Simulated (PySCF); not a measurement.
## Electronic structure of C5H8F3NSi in real space

```xyz
18

C    -0.9388    1.0826   -1.8507
Si   -0.7833   -0.2958   -0.5579
C    -2.1979   -0.3910    0.7012
N    -0.6758   -1.8064   -1.3768
C     0.7672    0.1029    0.4373
C     1.7725    0.3238    1.0610
C     2.9831    0.6008    1.8181
F     3.2274   -0.3384    2.7506
F     2.9244    1.7772    2.4669
F     4.0752    0.6509    1.0333
H    -1.7997    0.9217   -2.4916
H    -1.0533    2.0534   -1.3789
H    -0.0585    1.1298   -2.4842
H    -3.1360   -0.6412    0.2162
H    -2.0035   -1.1466    1.4562
H    -2.3318    0.5560    1.2144
H    -0.7146   -2.6670   -0.8554
H    -0.0653   -1.9065   -2.1714
```

Geometry: GFN2-xTB.

The calculation used B3LYP/pcSseg-1, SCF density, in a tetrahydrofuran solvent model, non-relativistic in PySCF 2.14.0.

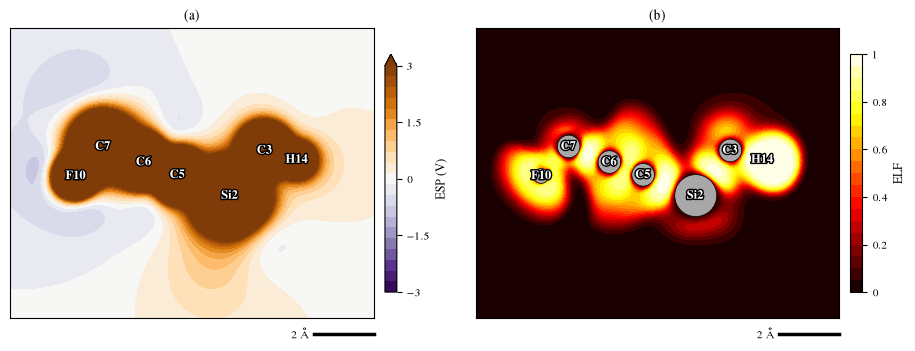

Figure 1. (a) electrostatic potential; (b) ELF on the plane of atoms C3, Si2 and C5. Grey discs cover the atomic cores in the ELF map.

Interpret the plot.

- Atoms in the plane: Si, C, F and H.
- C–C (1.20 Å): the ELF peaks at about 0.85 between the atoms; a short, multiple covalent bond.
- C–F (1.35 Å): the ELF peaks at about 0.80 between the atoms; a shared but strongly polarised pair.
- C–Si (1.89 Å): the ELF peaks at about 1 between the atoms (localised, covalent bonding).
- C–H (1.09 Å): the ELF climbs to about 1 towards the hydrogen, as it does in any bond to H; an ordinary covalent bond to hydrogen.
- The ELF also peaks beside F10, away from the bonds: lone-pair regions.
- Outside the dense part of the molecule the potential is most negative (−0.8 V) near F10.

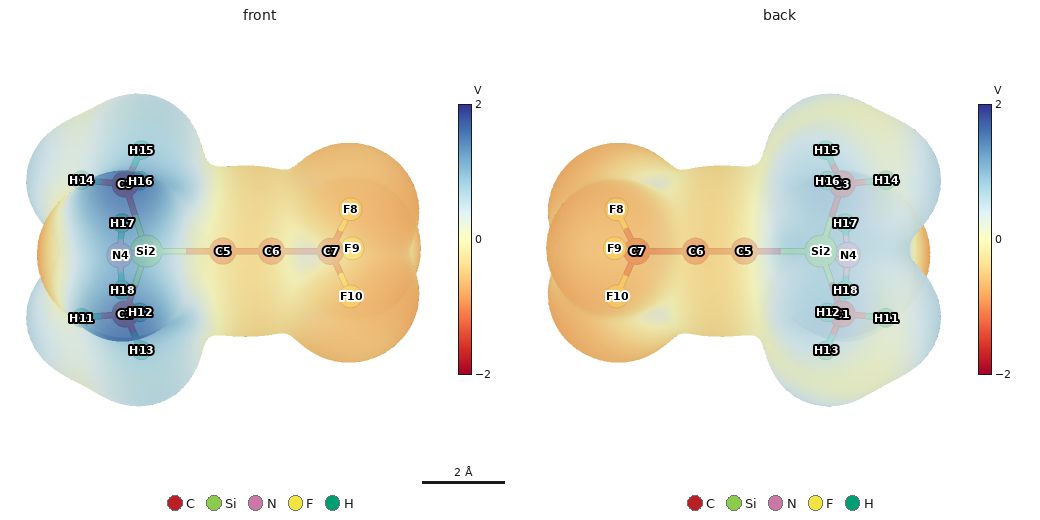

Figure 2. The molecular electrostatic potential painted on the density surface at 0.001 e/bohr³, seen from the front and from behind; the colour scale runs from red (negative) to blue (positive).

Which sites attract a positive test charge, and which a negative one?

A positive charge is drawn to the negative regions and a negative charge to the positive ones. The most negative region (about −0.7 V) lies over N4, F8, F9 and F10, the most positive (about +1.6 V) over H17 and H18.

What dipole moment does the calculation give?

Its dipole moment is 3.96 D.
